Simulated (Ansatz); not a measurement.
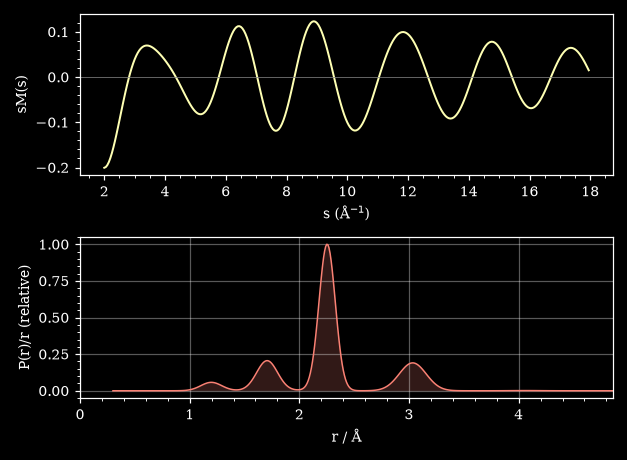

Simulated gas electron diffraction: reduced molecular intensity sM(s) from the Debye equation in the first Born approximation (top) and the radial distribution curve (bottom) of BH₃Sb (spin multiplicity 2). Each pair of atoms contributes with weight ZᵢZⱼ/r; damping constant 0.0015 Å²; vibrational amplitudes assumed, not computed: 0.05 Å for bonds, 0.078 Å for bonds to H, 0.06 + 0.015 r up to 0.15 Å for other pairs. The geometry is the end point of an optimisation (UHF/def2-SVP (Ansatz)); it may be a saddle point or a higher isomer.

Question: Assign the first 4 clear peaks of the radial distribution curve (– bonded, ··· not bonded).

Answer: Peak 1, 1.20 Å: B–H 1.20 Å (×2)
Peak 2, 1.71 Å: Sb–H 1.71 Å
Peak 3, 2.25 Å: Sb–B 2.25 Å
Peak 4, 3.03 Å: Sb···H 3.01–3.06 Å (×2)
